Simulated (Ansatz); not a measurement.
# CH4SSi: interaction energy of a dimer with the counterpoise correction, by script

How strongly do two molecules of CH4SSi bind, and how much of that is basis error? A script is to give the interaction energy of a dimer with the counterpoise correction; the system is CH4SSi.

All numbers are computed with Ansatz 0.2.0, driven from Python. Level of theory: PBE/def2-SVPD.

**1. The system**

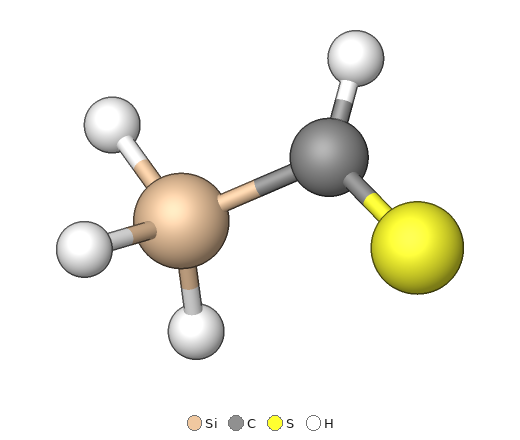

The starting structure, viewed from a chosen angle; silicon light orange, carbon grey, sulfur yellow, hydrogen white.

The script holds or builds the structure itself.

**2. The code**

Input file dimer.py:

```python
import ansatz

FIRST = [
    ("Si", (-0.6296, 0.2332, -0.2258)),
    ("C", (1.0109, -0.3278, 0.2604)),
    ("S", (1.1277, -1.4078, 1.5041)),
    ("H", (-1.4826, -0.8197, -0.7018)),
    ("H", (-0.5542, 1.2238, -1.3906)),
    ("H", (-1.363, 1.022, 0.8627)),
    ("H", (1.8911, 0.0761, -0.3092)),
]
SECOND = [
    ("Si", (1.2563, 4.0053, -0.2804)),
    ("C", (-0.1955, 4.966, -0.7404)),
    ("S", (-0.8872, 5.9302, 0.408)),
    ("H", (2.3808, 4.8089, 0.1101)),
    ("H", (1.768, 3.1745, -1.4601)),
    ("H", (0.9878, 2.9555, 0.8016)),
    ("H", (-0.5688, 4.8753, -1.7963)),
]

def energy(atoms, ghosts=()):
    molecule = ansatz.Crystal.molecule()
    for symbol, xyz in atoms:
        molecule = molecule.atom(symbol, xyz)
    calc = (
        molecule.calculation()
        .basis(gaussian="def2-SVPD")
        .functional("pbe")
    )
    deck = calc.input()
    if ghosts:
        deck = deck.set(ansatz.key.basis.gaussian.ghost_atoms, [{"symbol": s, "position_ang": list(xyz)} for s, xyz in ghosts])
    return ansatz.Session.from_dict(deck).plan().execute().report["free_energy_ev"]


def main() -> None:
    both = energy(FIRST + SECOND)
    alone = energy(FIRST) + energy(SECOND)
    ghosted = energy(FIRST, SECOND) + energy(SECOND, FIRST)
    print(f"dimer {both:.6f} eV")
    print(f"interaction, uncorrected   {(both - alone):8.3f} eV")
    print(f"interaction, counterpoise  {(both - ghosted):8.3f} eV")
    print(f"basis-set superposition    {(alone - ghosted):8.3f} eV")


if __name__ == "__main__":
    main()
```

**3. The calls as engine input**

The package turns the script's settings into the engine's input (first run):

```yaml
crystal:
  periodic: [false, false, false]
  atoms:
    - { symbol: Si, position_ang: [-0.6296, 0.2332, -0.2258] }
    - { symbol: C, position_ang: [1.0109, -0.3278, 0.2604] }
    - { symbol: S, position_ang: [1.1277, -1.4078, 1.5041] }
    - { symbol: H, position_ang: [-1.4826, -0.8197, -0.7018] }
    - { symbol: H, position_ang: [-0.5542, 1.2238, -1.3906] }
    - { symbol: H, position_ang: [-1.363, 1.022, 0.8627] }
    - { symbol: H, position_ang: [1.8911, 0.0761, -0.3092] }
    - { symbol: Si, position_ang: [1.2563, 4.0053, -0.2804] }
    - { symbol: C, position_ang: [-0.1955, 4.966, -0.7404] }
    - { symbol: S, position_ang: [-0.8872, 5.9302, 0.408] }
    - { symbol: H, position_ang: [2.3808, 4.8089, 0.1101] }
    - { symbol: H, position_ang: [1.768, 3.1745, -1.4601] }
    - { symbol: H, position_ang: [0.9878, 2.9555, 0.8016] }
    - { symbol: H, position_ang: [-0.5688, 4.8753, -1.7963] }
basis:
  gaussian:
    orbitals: def2-SVPD
hamiltonian:
  xc: pbe
```

**4. The run**

Run with:

```console
python dimer.py
```

**Question.** How large is the interaction at this pose, and how much of it is basis-set superposition?

**Answer**, as computed:

| quantity | value |
| --- | --- |
| interaction energy, uncorrected | -0.047 eV |
| interaction energy, counterpoise | -0.021 eV |
| runs compared | 5 |

The counterpoise correction takes away 55 % of the apparent binding. Uncorrected it is -0.047 eV, with the counterpoise correction -0.021 eV; the difference, 0.03 eV, is the superposition error. The dimer is a generated trial pose of unrelaxed monomers, not a minimum, so the figure is no binding energy, and the basis set is small. This level lacks the dispersion part of the attraction (electrostatics and induction are there), which can decide the sign where the interaction is weak.
